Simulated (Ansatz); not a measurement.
Fields on a plane of HgS (zinc blende)

```xyz
2
Lattice="0.0000 2.9959 2.9959 2.9959 0.0000 2.9959 2.9959 2.9959 0.0000" Properties=species:S:1:pos:R:3 pbc="T T T"
S      1.4979     1.4979     1.4979
Hg     0.0000     0.0000     0.0000
```

The slice is a {110} plane (indices of the conventional cell) through the point (0.000, 0.000, 0.000) (fractional), spanned by u = [100] and v = [1 -1 -1] in vectors of this cell: u (4.24 Å) and v (5.99 Å, at 90° to u). It covers one period; positions are fractions (u, v).

Atoms on it: S at (0.50, 0.75); Hg at (0.00, 0.00).

These are PBE (plane waves to 420 eV, PAW, scalar-relativistic; Ansatz, an electronic-structure program) values and carry that method's errors. k mesh 10×10×10. These are valence fields of a PAW run, semicore shells included where kept as valence: close to a nucleus they are smooth pseudo fields. At this level the bands of HgS touch or barely overlap. HgS was relaxed with its symmetry unable to fall. Spin-orbit coupling is left out, though Hg is heavy.

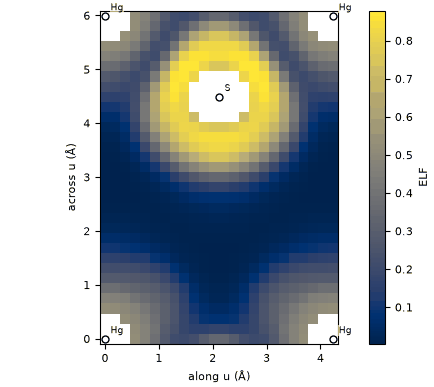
*Electron localisation function (ELF), one period of the plane, atoms marked. Points within 0.5 Å of a nucleus are left white, as the pseudised field means little there.*

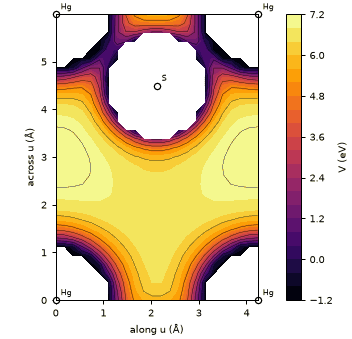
*Electrostatic potential energy of an electron, from the cell's mean, in eV, one period of the plane, atoms marked. Points within 1 Å of a nucleus are left white, as the pseudised field means little there. Values under -1 eV are set to -1. The zero, the cell's mean, hangs on the PAW cores.*

Density on the S–Hg line (2.59 Å) at its midpoint: 0.42 e/Å³
ELF at that point: 0.3
